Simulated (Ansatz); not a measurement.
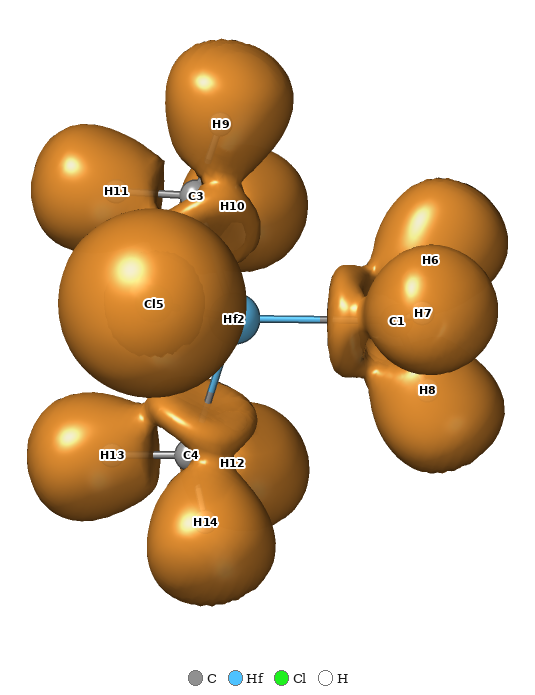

Figure. C3H9ClHf (SMILES [CH3][Hf]([CH3])([CH3])[Cl]). Isosurface of the ELF at 0.75 (orange), seen at a tilt. Only the valence region is drawn (cores and ρ < 0.01 e/Å³ removed).

Geometry: PBE0-D4/def2-TZVP; core potentials replace the inner electrons of Hf.

Level of theory: Ansatz, RKS PBE0-D4/def2-TZVPP.

```xyz
14

C    -1.6352    1.1908    0.4075
Hf    0.2044    0.3718   -0.4860
C     1.6878    0.1931    1.1341
C    -0.2440   -1.6901   -1.1221
Cl    1.0150    1.6813   -2.2729
H    -1.4917    1.3939    1.4767
H    -1.9580    2.1257   -0.0646
H    -2.4627    0.4747    0.3198
H     1.9255    1.1636    1.5865
H     1.3063   -0.4560    1.9333
H     2.6303   -0.2425    0.7808
H    -0.6713   -2.2656   -0.2907
H     0.6585   -2.2173   -1.4547
H    -0.9649   -1.7235   -1.9478
```

Identify the bonds, lone pairs and shells in this picture.

Answer. The ELF exceeds this value in one region wrapped around Cl (its valence shell) and three joined regions spread over several atoms (C, H), in which their bonds and any lone pairs are merged.

Values along the shortest contacts:
C–Hf (2.20 Å): the ELF peaks at about 0.95 in the valence shell of C, 0.7 Å from its nucleus, and is about 0.50 at the midpoint. Hf–Cl (2.36 Å): the ELF peaks at about 0.85 in the valence shell of Cl, 0.8 Å from its nucleus, and is about 0.35 at the midpoint.
